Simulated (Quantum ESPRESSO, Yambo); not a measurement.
# SiC (P6_3mc): G0W0 with Yambo, start to end, part 3 of 3

How does a plane-wave GW calculation on SiC (P6_3mc) run from the first input to the gap?

Quantum ESPRESSO 7.5 and Yambo 5.3.0; PBE and many-body steps on it, plane waves. Known limits of the many-body steps: not at the basis limit; coarse k mesh.

So far. Step 3 (Bands along the symmetry lines): The gap is 2.022 eV, −0.004 eV from the run before at this level. Step 4 (Empty states on the mesh, 6×6×1 mesh, 206 bands): On this mesh the gap is 2.027 eV.

### 5. Conversion and set-up

This step: Yambo 5.3.0; conversion and set-up on PBE, plane waves, norm-conserving pseudopotentials.

The states are converted to the many-body program's format and the q mesh is built.

Launch:

```bash
$ (cd o/x.save; p2y > p2y.log; mv SAVE ../..); yambo > setup.log
```

The log of the run:

```text
 Yambo, version 5.3.0

 [02] CORE Variables Setup
 =========================

  [02.01] Unit cells
  ==================

  Cell kind             :  HCP
  Atoms in the cell     :  Si  C
  number of Si atoms    :   6
  number of C  atoms    :   6

  List of atomic masses
  Mass of Si    :  28.08500
  Mass of C     :  12.01100

  List of atomic coordinates    : [cc]
  Si1       : -0.29070E-09   3.3567       23.766      order 1
  Si2       :  2.906986  1.678349  9.500509  order 2
  Si3       :   2.90699   1.67835  19.01609  order 3
  Si4       : -0.29070E-09   3.3567       4.7505      order 4
  Si5       :   0.00000   0.00000  14.25790  order 5
  Si6       :   0.00000   0.00000  28.52352  order 6
  C1       :   0.00000   0.00000  24.94676  order 7
  C2       :   0.00000   0.00000  10.68114  order 8
  C3       : -0.29070E-09   3.3567       20.200      order 9
  C4       :  2.906986  1.678349  5.934407  order 10
  C5       :   2.90699   1.67835  15.45029  order 11
  C6       : -0.29070E-09   3.3567       1.1847      order 12

  Alat factors          :   5.81397   5.03505  28.53124 [a.u.]
  Direct lattice volume :  835.2127 [a.u.]
  Direct lattice vectors:  A[ 1 ]  A[ 2 ]  A[ 3 ]
   A[ 1 ]:  1.000000 -0.000000  0.000000  [iru]
   5.813971 -0.000000  0.000000  [cc]
   A[ 2 ]: -0.500000  1.000000  0.000000  [iru]
  -2.906986  5.035047  0.000000  [cc]
   A[ 3 ]:  0.000000  0.000000  1.000000  [iru]
    0.00000   0.00000  28.53124  [cc]

  Recip. lattice volume :  0.296990 [a.u.]
  Recip. lattice vectors:  B[ 1 ]  B[ 2 ]  B[ 3 ]
   B[ 1 ]:  1.000000  0.500000  0.000000  [iku]
   1.080705  0.623945 -0.000000  [cc]
   B[ 2 ]:  0.000000  1.000000  0.000000  [iku]
   0.000000  1.247890 -0.000000  [cc]
   B[ 3 ]:  0.000000  0.000000  1.000000  [iku]
  -0.000000 -0.000000  0.220221  [cc]

  [02.02] Symmetries
  ==================

  Inversion symmetry    : yes
  Spatial inversion     : no
  Inversion index       :   7
  K-space Time-reversal : yes
  Magnetic symmetries   : no
  Time-reversal derived K-space symmetries:   7  12
  Group table correct   : yes
  Symmetries units      :  [cc]

   [S  1]:   1.0000       0.0000       0.0000     -0.25216E-16   1.0000       0.0000       0.0000       0.0000       1.0000
   [S  2]: -0.500000  0.866025  0.000000 -0.866025 -0.500000  0.000000  0.000000  0.000000  1.000000
   [S  3]: -0.500000 -0.866025  0.000000  0.866025 -0.500000  0.000000  0.000000  0.000000  1.000000
   [S  4]:  -1.0000       0.0000       0.0000      0.25216E-16   1.0000       0.0000       0.0000       0.0000       1.0000
   [S  5]:  0.500000  0.866025  0.000000  0.866025 -0.500000  0.000000  0.000000  0.000000  1.000000
   [S  6]:  0.500000 -0.866025  0.000000 -0.866025 -0.500000  0.000000  0.000000  0.000000  1.000000
   [S* 7]:  -1.0000      -0.0000      -0.0000      0.25216E-16  -1.0000      -0.0000      -0.0000      -0.0000      -1.0000
[...]
K/Q-points units:
  rlu = crystal or reduced units; cc = cartesian coordinates; iku = interal k-units

  K [1]          [rlu]:  0.000000  0.000000  0.000000
         WF components:   8941
  K [2]          [rlu]:  0.000000  0.166667  0.000000
         WF components:   8928
  K [3]          [rlu]:  0.000000  0.333333  0.000000
         WF components:   8976
  K [4]          [rlu]:  0.000000 -0.500000  0.000000
         WF components:   9006
  K [5]          [rlu]:  0.166667  0.166667  0.000000
         WF components:   8956
  K [6]          [rlu]:  0.166667  0.333333  0.000000
         WF components:   9015
  K [7]          [rlu]:  0.333333  0.333333  0.000000
         WF components:   9054

  [02.05] Energies & Occupations
  ==============================

  [X] === General ===
  [X] Electronic Temperature                        :  0.000000  0.000000 [eV K]
  [X] Bosonic    Temperature                        :  0.000000  0.000000 [eV K]
  [X] Finite Temperature mode                       : no
  [X] El. density                                   :  0.38783E+24 [cm-3]
  [X] Fermi Level                                   :  9.584179 [eV]

  [X] === Gaps and Widths ===
  [X] Conduction Band Min                           :  2.026692 [eV]
  [X] Valence Band Max                              :  0.000000 [eV]
  [X] Filled Bands                                  :  24
  [X] Empty Bands                                   :   25  206
  [X] Direct Gap                                    :  3.130175 [eV]
  [X] Direct Gap localized at k                     :   4
  [X] Indirect Gap                                  :  2.026692 [eV]
  [X] Indirect Gap between kpts                     :   1   4
  [X] Last valence band width                       :  2.077149 [eV]
  [X] 1st conduction band width                     :  3.176042 [eV]

  E @ K [1]:  [eV]
  -15.48854 -14.96659 -14.92983 -13.43308 -13.40334 -11.91154  -8.61317  -6.26121
[...]
occ @ K [1]
[...]
E @ K [2]:  [eV]
[...]
occ @ K [2]
[...]
E @ K [3]:  [eV]
[...]
occ @ K [3]
[...]
E @ K [4]:  [eV]
[...]
occ @ K [4]
[...]
E @ K [5]:  [eV]
[...]
occ @ K [5]
[...]
E @ K [6]:  [eV]
[...]
occ @ K [6]
[...]
E @ K [7]:  [eV]
[...]
occ @ K [7]
[...]
0.000000  0.000000  0.000000  0.000000  0.000000  0.000000  0.000000  0.000000
   0.000000  0.000000  0.000000  0.000000  0.000000  0.000000  0.000000  0.000000

 [03] Transferred momenta grid and indexing
 ==========================================

 IBZ Q-points                                      :   7
 BZ  Q-points                                      :   36

 K/Q-points units:
 rlu = crystal or reduced units; cc = cartesian coordinates; iku = interal k-units

 Q [1]          [rlu]:  0.000000  0.000000  0.000000
 Q [2]          [rlu]: -0.48527E-17  0.16667       0.0000
 Q [3]          [rlu]: -0.97055E-17  0.33333       0.0000
 Q [4]          [rlu]:  0.14558E-16 -0.50000       0.0000
 Q [5]          [rlu]:  0.166667  0.166667  0.000000
 Q [6]          [rlu]:  0.166667  0.333333  0.000000
 Q [7]          [rlu]:  0.333333  0.333333  0.000000

  [03.01] X indexes
  =================

   [03.01.01] Sigma indexes
   ========================

 [06] Game Over & Game summary
```

It took 2.2 s on 1 MPI rank of Arm Neoverse V2, shared host; peak memory 0.24 GiB.

### 6. Screening and self-energy, 6×6×1 mesh, 206 bands, screening to 122.5 eV

Now the one-shot GW correction: screening in the RPA, then the self-energy of the levels asked for.

This step: G0W0 on PBE, plane waves, norm-conserving pseudopotentials.

File gw1.in:

```
HF_and_locXC
gw0
dyson
ppa
em1d
rim_cut
RandQpts= 1000000
RandGvec= 1 RL
EXXRLvcs= 74 Ry
VXCRLvcs= 296 Ry
Chimod= "HARTREE"
% BndsRnXp
 1 | 206 |
%
NGsBlkXp= 9 Ry
% LongDrXp
 1 | 1 | 1 |
%
% GbndRnge
 1 | 206 |
%
DysSolver= "n"
ExtendOut
PPAPntXp= 27.21138 eV
% QPkrange
 1 | 7 | 10 | 28 |
%
```

Launch:

```bash
$ OMP_NUM_THREADS=1 mpirun -n 4 yambo -F gw1.in -J gw1 -C gw1 > gw1.log
```

The log of the run:

```text
 Yambo, version 5.3.0

 [02] CORE Variables Setup
 =========================

  [... cell, symmetries and grids as in the set-up ...]

  [02.05] Energies & Occupations
  ==============================

  [X] === General ===
  [X] Electronic Temperature                        :  0.000000  0.000000 [eV K]
  [X] Bosonic    Temperature                        :  0.000000  0.000000 [eV K]
  [X] Finite Temperature mode                       : no
  [X] El. density                                   :  0.38783E+24 [cm-3]
  [X] Fermi Level                                   :  9.584179 [eV]

  [X] === Gaps and Widths ===
  [X] Conduction Band Min                           :  2.026692 [eV]
  [X] Valence Band Max                              :  0.000000 [eV]
  [X] Filled Bands                                  :  24
  [X] Empty Bands                                   :   25  206
  [X] Direct Gap                                    :  3.130175 [eV]
  [X] Direct Gap localized at k                     :   4
  [X] Indirect Gap                                  :  2.026692 [eV]
  [X] Indirect Gap between kpts                     :   1   4
  [X] Last valence band width                       :  2.077149 [eV]
  [X] 1st conduction band width                     :  3.176042 [eV]

 [03] Transferred momenta grid and indexing
 ==========================================

 IBZ Q-points                                      :   7
 BZ  Q-points                                      :   36

 K/Q-points units:
 rlu = crystal or reduced units; cc = cartesian coordinates; iku = interal k-units

 Q [1]          [rlu]:  0.000000  0.000000  0.000000
 Q [2]          [rlu]: -0.48527E-17  0.16667       0.0000
 Q [3]          [rlu]: -0.97055E-17  0.33333       0.0000
 Q [4]          [rlu]:  0.14558E-16 -0.50000       0.0000
 Q [5]          [rlu]:  0.166667  0.166667  0.000000
 Q [6]          [rlu]:  0.166667  0.333333  0.000000
 Q [7]          [rlu]:  0.333333  0.333333  0.000000

 [04] Coloumb potential Random Integration (RIM)
 ===============================================

  [04.01] RIM initialization
  ==========================

  * Diagonal components only detected *

  8 x (sBL volume)        :  0.065998 [a.u.]
  sBZ random points       :  1000000
  Points outside the sBZ  :   7993074
  RL volume               :  0.296990 [a.u.]
  Integrated volume       :  0.297248 [a.u.]

  [04.02] RIM integrals
  =====================

  Gamma point sphere radius             :  0.073304 [a.u.]
  Points outside the sphere             :   799493
  [Int_sBZ(q=0) 1/q^2]*(Vol_sBZ)^(-1/3) =:  7.699798
                                 should be <:  7.795600

  Summary of Coulomb integrals for non-metallic bands |Q|[au] RIM/Bare

  Q [1] 0.100000E-4 0.987711 * Q [2] 0.207982 1.035310
  Q [5] 0.360235 1.014559 * Q [3] 0.415963 1.011306
  Q [6] 0.550268 1.006880 * Q [4] 0.623945 1.006041
  Q [7] 0.720470 1.004345

 [05] Dipoles
 ============

  [05.01] Setup: observables and procedures
  =========================================

  [WARNING] [x,Vnl] slows the Dipoles computation. To neglect it rename the ns.kb_pp file

 [06] Dynamic Dielectric Matrix (PPA)
 ====================================

 [WR./gw1//ndb.pp]---------------------------------------------------------------
  Brillouin Zone Q/K grids (IBZ/BZ)                :    7   36    7   36
  RL vectors                                       :  11311 [WF]
  Coulomb cutoff potential                         : none
  Electronic Temperature                           :  0.000000 [K]
  Bosonic    Temperature                           :  0.000000 [K]
  PPA    diel. fun.  energies                      : Perdew, Burke & Ernzerhof(X)+Perdew, Burke & Ernzerhof(C)
  wavefunctions                                    : Perdew, Burke & Ernzerhof(X)+Perdew, Burke & Ernzerhof(C)
  Global Gauge                                     : length
  X matrix size                                    :   393
  X band range                                     :    1  206
  X e/h energy range                               : -1.000000 -1.000000 [eV]
  X Time ordering                                  : R
  X Hxc Kernel                                     : HARTREE
  X Drude frequency                                :  0.000000  0.000000
  X poles                                          :  100.0000 [o/o]
  RL vectors in the sum                            :  11311
  [r,Vnl] included                                 : yes
  Field direction                                  :  0.577350E-5  0.577350E-5  0.577350E-5
  BZ energy Double Grid                            : no
  BZ energy DbGd points                            : 0
  BZ Q point size factor                           : -1.000000
  X Optical Averaged directions                    : none

 [07] Local Exchange-Correlation + Non-Local Fock
 ================================================

 [VXC] Plane waves :   71833
 [EXS] Plane waves :   8953

 QP @ state[ 1 ] K range:   1   7
 QP @ state[ 1 ] b range:  10  28

 [xc] Functional : Perdew, Burke & Ernzerhof(X)+Perdew, Burke & Ernzerhof(C)
 [xc] LIBXC used to calculate xc functional
  PP Number of Atomic Species                      :  2
  NLCC RL compoments                               :   71833
  PP Number of Atomic Species                      :  2
  NLCC RL compoments                               :   71833

 [xc] E_xc :  -18.29600 [Ha]
      E_xc :  -36.59200 [Ry]

  Local XC kind (lXC) : Perdew, Burke & Ernzerhof(X)+Perdew, Burke & Ernzerhof(C)
  Non-Local XC kind (nlXC) : Hartree-Fock

  Corrections @ K [1] :  [eV]
 <10|nlXC|10> = -17.25279  0.23494E-17 <10|lXC|10> = -13.96717  0.000000
 <11|nlXC|11> = -17.20002 -0.47535E-17 <11|lXC|11> = -13.94152 -0.18882E-15
 <12|nlXC|12> = -17.34440 -0.14807E-17 <12|lXC|12> = -14.49202 -0.94408E-16
 <13|nlXC|13> = -17.34439  0.61624E-17 <13|lXC|13> = -14.49202  0.94408E-16
 <14|nlXC|14> = -17.30794 -0.15618E-17 <14|lXC|14> = -14.54005 -0.18882E-15
 <15|nlXC|15> = -17.30795 -0.63105E-17 <15|lXC|15> = -14.54005  0.18882E-15
 <16|nlXC|16> = -17.32379  0.21379E-17 <16|lXC|16> = -14.59162  0.37763E-15
 <17|nlXC|17> = -17.32378 -0.24144E-17 <17|lXC|17> = -14.59162  0.000000
 <18|nlXC|18> = -17.29396 -0.16142E-16 <18|lXC|18> = -14.76283  0.000000
 <19|nlXC|19> = -17.29396 -0.45196E-17 <19|lXC|19> = -14.76283 -0.94408E-16
[...]
Corrections @ K [2] :  [eV]
[...]
Corrections @ K [3] :  [eV]
[...]
Corrections @ K [4] :  [eV]
[...]
Corrections @ K [5] :  [eV]
[...]
Corrections @ K [6] :  [eV]
[...]
Corrections @ K [7] :  [eV]
[...]
<24|nlXC|24> = -17.14219  0.21811E-17 <24|lXC|24> = -13.99086 -0.35403E-16
 <25|nlXC|25> = -6.125214 -0.13079E-17 <25|lXC|25> = -10.74496  0.94408E-16
 <26|nlXC|26> = -6.125208 -0.87271E-19 <26|lXC|26> = -10.74495 -0.14161E-15
 <27|nlXC|27> = -6.190600  0.48237E-18 <27|lXC|27> = -10.93119  0.000000
 <28|nlXC|28> = -6.741423  0.82801E-18 <28|lXC|28> = -11.86920  0.000000

  [07.01] Hartree-Fock occupations report
  =======================================

  [Hartree-Fock] === General ===
  [Hartree-Fock] Electronic Temperature             :  0.000000  0.000000 [eV K]
  [Hartree-Fock] Bosonic    Temperature             :  0.000000  0.000000 [eV K]
  [Hartree-Fock] Finite Temperature mode            : no
  [Hartree-Fock] El. density                        :  0.38783E+24 [cm-3]
  [Hartree-Fock] Fermi Level                        :  9.584179 [eV]

  [Hartree-Fock] === Gaps and Widths ===
  [Hartree-Fock] Conduction Band Min                :  6.192536 [eV]
  [Hartree-Fock] Valence Band Max                   : -2.372936 [eV]
  [Hartree-Fock] Filled Bands                       :  24
  [Hartree-Fock] Empty Bands                        :   25  206
  [Hartree-Fock] Direct Gap                         :  10.13494 [eV]
  [Hartree-Fock] Direct Gap localized at k          :   4
  [Hartree-Fock] Indirect Gap                       :  8.565471 [eV]
  [Hartree-Fock] Indirect Gap between kpts          :   1   4
  [Hartree-Fock] Last valence band width            :  2.855536 [eV]
  [Hartree-Fock] 1st conduction band width          :  4.221743 [eV]

 [08] Dyson equation: Newton solver
 ==================================

  [08.01] G0W0 (W PPA)
  ====================

  [  GW  ] Bands range     :    1  206
  [GW/PPA] G damping       :  0.100000 [eV]

  QP @ state[ 1 ] K range:   1   7
  QP @ state[ 1 ] b range:  10  28

   Sc/G bands                                       :    1  206
   Sc/G damping                                     :  0.100000 ev
   Sc bands terminator                              : no
   Sx RL components                                 :   8953

   QP @ state[ 1 ] K range                          :   1   7
   QP @ state[ 1 ] b range                          :  10  28
   GF energies kind                                 : Perdew, Burke & Ernzerhof(X)+Perdew, Burke & Ernzerhof(C)
   GF WF`s kind                                     : Perdew, Burke & Ernzerhof(X)+Perdew, Burke & Ernzerhof(C)
   Xs energies kind                                 : Perdew, Burke & Ernzerhof(X)+Perdew, Burke & Ernzerhof(C)
   Xs WF`s kind                                     : Perdew, Burke & Ernzerhof(X)+Perdew, Burke & Ernzerhof(C)

 [11] Game Over & Game summary
```

Elapsed: 24 min, on 4 MPI ranks; peak memory 2.6 GiB; 1.6 h of CPU time.

Numbers from this step:

```
G0W0 gap on the mesh                         : 2.617 eV
starting gap on the mesh                     : 2.027 eV
k of the valence top                         : 0, 0, 0
k of the conduction bottom                   : 0, -0.5, 0
least direct G0W0 gap on the computed points : 3.884 eV
Z at the valence top                         : 0.8014
Z at the conduction bottom                   : 0.8238
```

The gap on the mesh goes from 2.03 eV to 2.62 eV, a correction of +0.59 eV.

Limits: finite bands, cutoff and mesh; coarse k mesh. v1 is the top filled band, c1 the lowest empty one. Levels before and after the correction, in eV, zero at the valence-band top of each column:

```csv
,conduction bottom,valence top
Kohn-Sham,2.03,0.00
G0W0,2.62,0.00
```

```csv
,level,energy (eV)
Kohn-Sham,Γ v3,-0.037
Kohn-Sham,Γ v2-v1,0.000
Kohn-Sham,Γ c1,5.203
Kohn-Sham,Γ c2,5.373
Kohn-Sham,Γ c3,5.784
Kohn-Sham,(0 -0.5 0) v3,-1.788
Kohn-Sham,(0 -0.5 0) v2,-1.667
Kohn-Sham,(0 -0.5 0) v1,-1.103
Kohn-Sham,(0 -0.5 0) c1,2.027
Kohn-Sham,(0 -0.5 0) c2,2.219
Kohn-Sham,(0 -0.5 0) c3,3.224
G0W0,Γ v3,-0.038
G0W0,Γ v2-v1,0.000
G0W0,Γ c1,6.014
G0W0,Γ c2,6.176
G0W0,Γ c3,6.591
G0W0,(0 -0.5 0) v3,-2.044
G0W0,(0 -0.5 0) v2,-1.885
G0W0,(0 -0.5 0) v1,-1.267
G0W0,(0 -0.5 0) c1,2.617
G0W0,(0 -0.5 0) c2,2.807
G0W0,(0 -0.5 0) c3,3.858
```

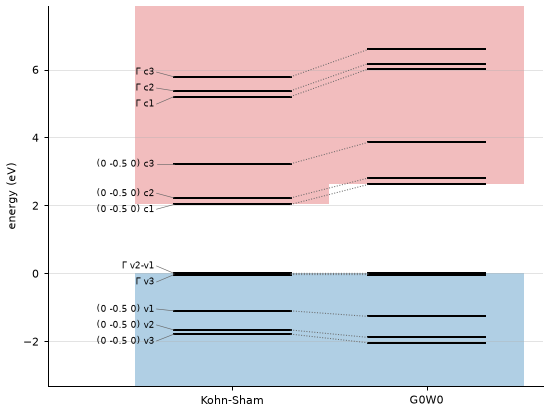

Levels before and after the correction. Shaded: valence and conduction bands.

### 7. Where the time went

Times are wall times on the hardware named with each run, good to a factor of about two.

```csv
step,time,share,memory (GiB)
ground state,28 s,2 %,0.53
bands along the symmetry lines,33 s,2 %,0.41
empty states on the mesh,33 s,2 %,0.92
conversion and set-up,2.2 s,0 %,0.24
screening and self-energy,24 min,94 %,2.6
```

### 8. Results

```yaml
pbe_gap: 2.02 eV, indirect
g0w0_gap_on_the_mesh: 2.62 eV
gw_settings: 6×6×1 mesh, 206 bands, screening to 122.5 eV, Godby-Needs plasmon pole
known_limits: not at the basis limit; coarse k mesh
```

G0W0 moves the gap on the mesh from 2.03 eV to 2.62 eV (+0.59 eV), with Z of 0.80 and 0.82 at the edges. The dearest step here is «screening and self-energy». Against experiment, by G0W0@PBE: the gap of 2.61 eV lies −0.41 eV from the measured 3.02 eV (kind not stated, quoted 2020); the gap of 2.61 eV lies −0.42 eV from the measured 3.03 eV (indirect, quoted 2018); the gap of 2.61 eV lies −0.39 eV from the measured 3 eV (optical, 2017). An exciton line or allowed optical edge lies below the quasiparticle gap by the binding energy; a forbidden edge can push the onset above it. The calculation has static nuclei and no excitons; a measured gap holds zero-point and thermal motion, which mostly lowers it. Bands and cutoff are finite, so the gap is not at the basis limit. The miss can reach some tenths of an eV and take either sign; the mesh is an error of its own. The 6×6×1 mesh is coarse for this cell, which bears on the long-range parts of exchange and screening.

[Paths, hosts, dates, memory and timing lines, banners, echoed tables and standing remarks are left out of the program output.]

[Logs are printed without paths, hosts, clocks, repeated set-up lines and the standing remarks that a program may print on its own settings, such as how far it seeks lower states.]

[Runs of the session that timed out or met a known fault of the program may be left out.]

[Hosts, paths, dates, database ids (printed as entryN), source tags and the programs' standing remarks are cut or masked in the printed files.]
